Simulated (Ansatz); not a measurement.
CH6BPSi

Input

```
crystal:
  periodic: [false, false, false]
  atoms:
    - {symbol: C, position_ang: [-1.318828, 0.605756, -0.765329]}
    - {symbol: Si, position_ang: [-0.305547, -0.671058, 0.145292]}
    - {symbol: B, position_ang: [1.029438, -0.196946, 1.471360]}
    - {symbol: P, position_ang: [1.952866, -0.979465, 0.074368]}
    - {symbol: H, position_ang: [-1.341244, 0.390872, -1.835961]}
    - {symbol: H, position_ang: [-2.347717, 0.596303, -0.395220]}
    - {symbol: H, position_ang: [-0.907477, 1.605188, -0.616761]}
    - {symbol: H, position_ang: [-0.802376, -2.050197, -0.078261]}
    - {symbol: H, position_ang: [1.266726, 0.603806, 2.315100]}
    - {symbol: H, position_ang: [2.857358, 0.044639, -0.311586]}
basis:
  gaussian: {orbitals: def2-TZVPP}
hamiltonian: {xc: pbe0, dispersion: d4}
output: {orbitals: {seedname: orbitals}}
```

Run with:

```sh
ansatz run in.yaml --threads 2 --pin off --events-out ev --progress --plain --max-ram 4352MiB
```

Geometry: PBE0-D4/def2-TZVP.

All numbers below come from RKS PBE0-D4/def2-TZVPP in Ansatz.

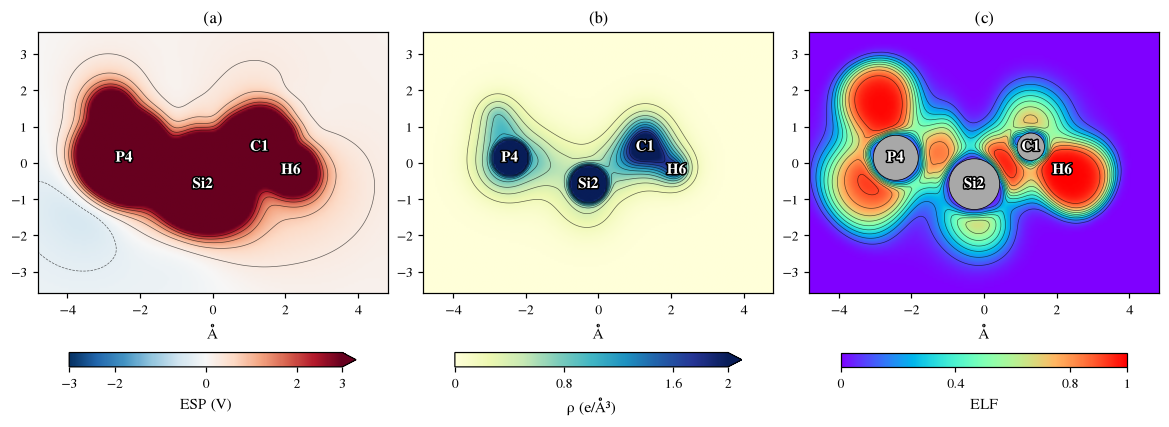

Figure 1. (a) electrostatic potential; (b) total electron density; (c) electron localisation function on the plane of atoms C1, Si2 and P4. Grey discs cover the atomic cores in the ELF map.

Question: Describe what can be read from this map.

Answer:
- The plane passes through C, Si, P and H nuclei.
- C–Si (1.87 Å): ρ is about 0.96 e/Å³ halfway; the ELF peaks at about 0.95 between the atoms; localised, covalent bonding.
- Si–P (2.28 Å): ρ is about 0.59 e/Å³ halfway; the ELF peaks at about 0.75 between the atoms: a covalent bond.
- C–H (1.09 Å): ρ is about 2 e/Å³ halfway; the ELF climbs to about 1 towards the hydrogen, as it does in any bond to H (a covalent bond by its length).
- The ELF also peaks beside P4, away from the bonds: lone-pair regions.
- Outside the dense part of the molecule the potential is most negative (−0.5 V) near P4.

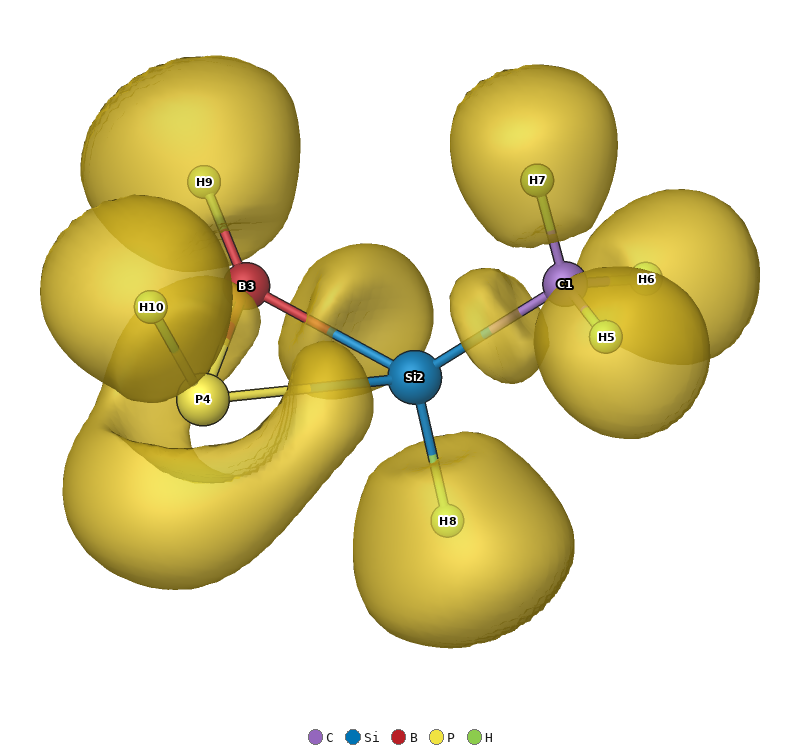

Figure 2. Isosurface of the electron localisation function at 0.8 (yellow), seen across its widest extent. Core shells and regions of very low density are left out.

Question: Where are the electrons localised?

Answer: At this value the surface marks out one region between bonded C–Si atoms (shared pairs), six regions around hydrogen nuclei, one region on P in which the atom's valence shell and bonds are merged and one region on Si in which the atom's valence shell and bonds are merged. Profiles from the grid: B–P (1.85 Å): the ELF peaks at about 0.90 between the atoms (a shared electron pair).

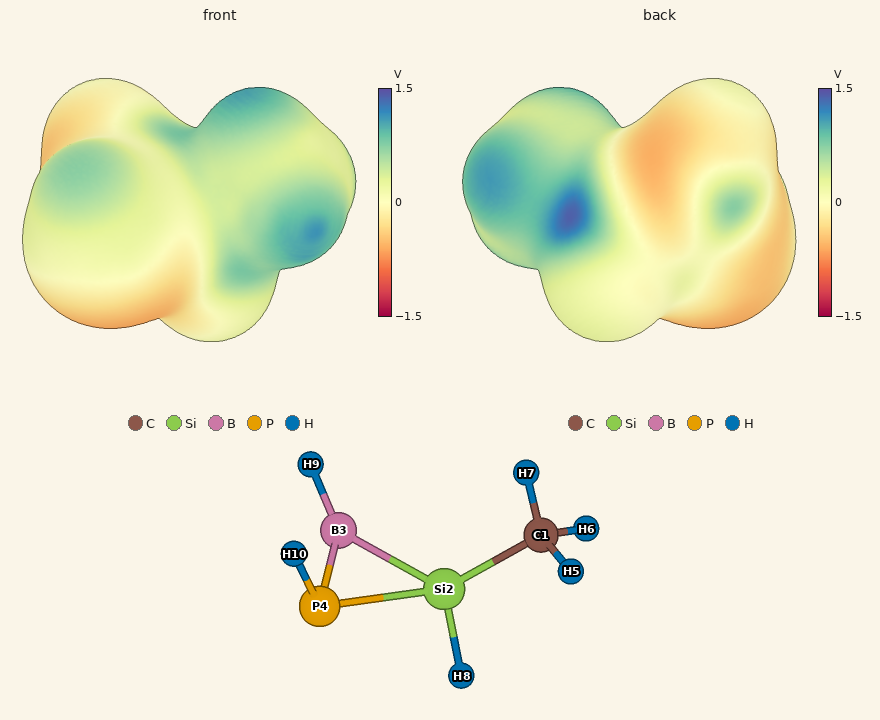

Figure 3. The molecular electrostatic potential painted on the density surface at 0.002 e/bohr³, seen from the front and from behind; the colour scale runs from red (negative) to blue (positive). The bare structure is drawn below in the same view.

Question: Where is the surface potential most negative and most positive?

Answer: The most negative region (about −0.6 V) lies over P4, the most positive (about +1.3 V) over Si2.
